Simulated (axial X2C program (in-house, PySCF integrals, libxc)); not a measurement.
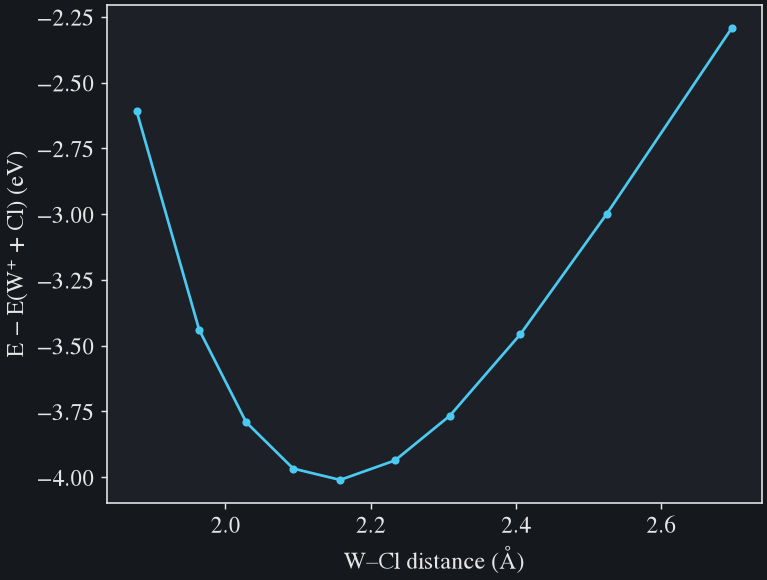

Fig. 1: Energy at 10 bond lengths, for one set of occupations held fixed; the line joins the points. A polynomial of degree 6 through 9 points gives rₑ = 2.150 Å, ωₑ = 476.7 cm⁻¹, ωₑxₑ = 1.3 cm⁻¹ and Bₑ = 0.1241 cm⁻¹. The minimum lies 4.01 eV below W⁺ + Cl, each computed as one determinant at the same level.

**Relativistic diatomic calculation for WCl⁺**

WCl⁺, single determinant with Ω = 1. Computed at this level: PBE0, two-component X2C with atomic mean-field Coulomb and Gaunt terms, W dyall-cv3z, Cl dyall-av3z (cores contracted) (axial X2C program (in-house, PySCF integrals, libxc)).

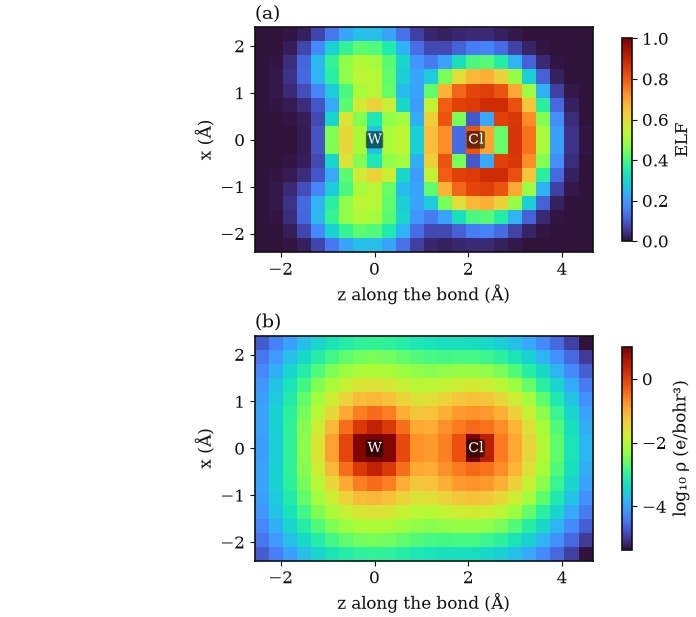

Fig. 2: (a) electron localisation function; (b) electron density on a logarithmic scale, in a plane that holds the axis, at 2.16 Å, on points 0.3 Å apart (one half computed, the other mirrored); the structure near the nuclei is finer than these points.

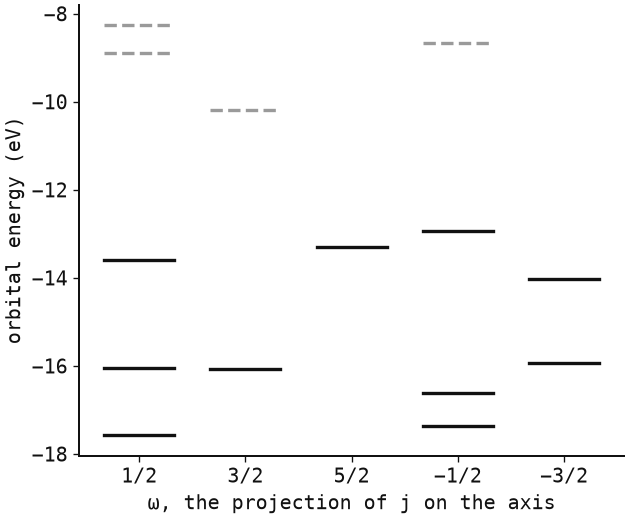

Fig. 3: Orbital energies near the frontier at 2.16 Å, filled (solid) and empty (dashed). The highest filled spinor (−1/2; 64 % W d, 23 % Cl p) lies at −12.95 eV, the lowest empty one (3/2; 71 % W d, 16 % Cl p) at −10.18 eV.

These pictures come from the run below.

Input:
```
{"zs": [74, 17], "q": 1, "bas": ["dyall-cv3z", "dyall-av3z"], "levels": ["PBE0", "HF", "TPSSh"], "cc": true, "r0": 2.36, "thr": -1.0, "nmax": 90, "npts": 10, "nst": 2, "ntry": 6}
```

The line is the task of a batch: nuclear charges, charge, bases, the levels to run, a first guess of the distance and further settings. This report covers PBE0 with spin-orbit coupling. The log is that of the reference distance 2.158 Å, started from orbitals converged before.

Launched within a batch (the task file carries these settings):
```bash
python <driver script> task.json out
```

Output:
```
two-component X2C + atomic mean field  PBE0
basis functions 247  fitting functions 1200  grid points 5079
iter        total energy     max residual
   1     -16603.443818370     6.82e-06
   2     -16603.443818378     9.46e-06
   3     -16603.443818380     2.29e-06
   4     -16603.443818382     2.03e-06
converged
one-electron -23362.79931779  Coulomb 6821.49485054  exact exchange -87.71143834  xc functional -268.82767182  nuclear repulsion 308.48235929  atomic mean-field constant -14.08260026
```

The points of the curve:

| R (Å) | E (hartree) | dipole (D; origin at the first atom, positive when the second is positive) | highest filled (eV) | lowest empty (eV) |
| --- | --- | --- | --- | --- |
| 1.877 | −16603.392230 | 0.33 | −12.19 | −9.48 |
| 1.964 | −16603.422841 | 0.06 | −12.44 | −9.71 |
| 2.029 | −16603.435753 | −0.16 | −12.62 | −9.87 |
| 2.093 | −16603.442234 | −0.38 | −12.79 | −10.03 |
| 2.158 | −16603.443818 | −0.59 | −12.95 | −10.18 |
| 2.233 | −16603.441097 | −0.83 | −13.11 | −10.35 |
| 2.309 | −16603.434848 | −1.06 | −13.25 | −10.50 |
| 2.406 | −16603.423466 | −1.33 | −13.39 | −10.68 |
| 2.525 | −16603.406695 | −1.59 | −13.51 | −10.86 |
| 2.697 | −16603.380670 | −1.80 | −13.57 | −11.06 |

Summary:

- outcome: converged
- bond length rₑ: 2.150 Å
- ωₑ: 476.7 cm⁻¹
- energy at the minimum: −16603.44384 hartree
- depth below the fragments: 4.01 eV
- hardware: 1 thread of Intel Xeon (Sapphire Rapids), 192 GiB of memory available, shared host
- wall time: 24 s
- peak memory: 0.86 GiB
